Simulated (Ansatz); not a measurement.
Input file:

```
crystal:
  periodic: [false, false, false]
  atoms:
    - {symbol: O, position_ang: [0.490365, -2.217234, 1.831842]}
    - {symbol: Si, position_ang: [-0.795445, -1.363189, 1.293428]}
    - {symbol: O, position_ang: [-1.545208, -0.472731, 2.439864]}
    - {symbol: C, position_ang: [-0.212937, -0.237518, -0.032929]}
    - {symbol: C, position_ang: [0.187004, 0.516459, -0.897836]}
    - {symbol: Si, position_ang: [0.774716, 1.643233, -2.209716]}
    - {symbol: H, position_ang: [1.354525, -1.805257, 1.800267]}
    - {symbol: H, position_ang: [-1.788052, -2.337203, 0.818608]}
    - {symbol: H, position_ang: [-1.183103, 0.385635, 2.662991]}
    - {symbol: H, position_ang: [0.971090, 2.995969, -1.633480]}
    - {symbol: H, position_ang: [-0.237332, 1.698920, -3.291739]}
    - {symbol: H, position_ang: [2.061278, 1.137717, -2.747202]}
basis:
  gaussian: {orbitals: def2-TZVPP}
hamiltonian: {xc: pbe0, dispersion: d4}
output: {orbitals: {seedname: orbitals}}
```

Run with:

```sh
ansatz run in.yaml --threads 2 --pin off --events-out ev --progress --plain --max-ram 22528MiB --backend cuda --devices 0, --max-vram 18GiB
```

Geometry: PBE0-D4/def2-TZVP.

Level of theory: RKS PBE0-D4/def2-TZVPP (Ansatz 0.2.0).

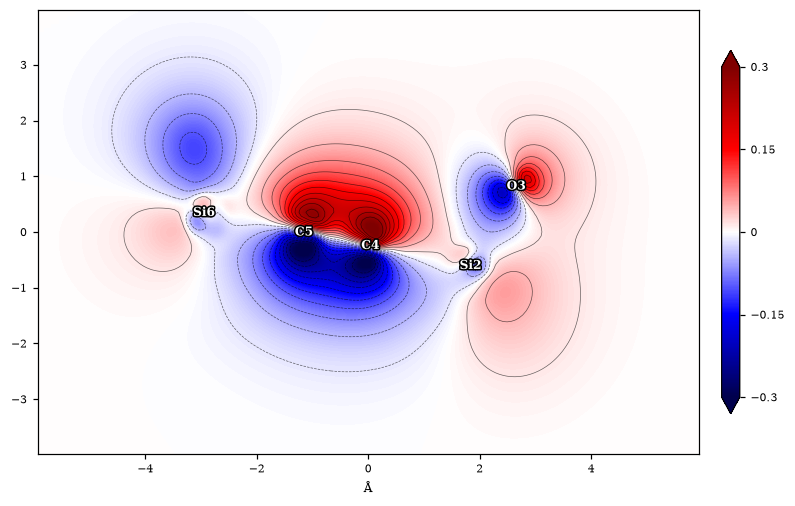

C2H6O2Si2 (SMILES O[SiH](O)C#C[SiH3]). The HOMO−1 on the plane of atoms O3, Si2 and C4 (values in Å⁻³ᐟ²; the overall sign is arbitrary).

Q: What is the character of this orbital?

A: It lies mainly on C4 (about 40 %), C5 (about 35 %) and Si6 (about 10 %); π-bonding across C4–C5. Its energy is −8.44 eV.
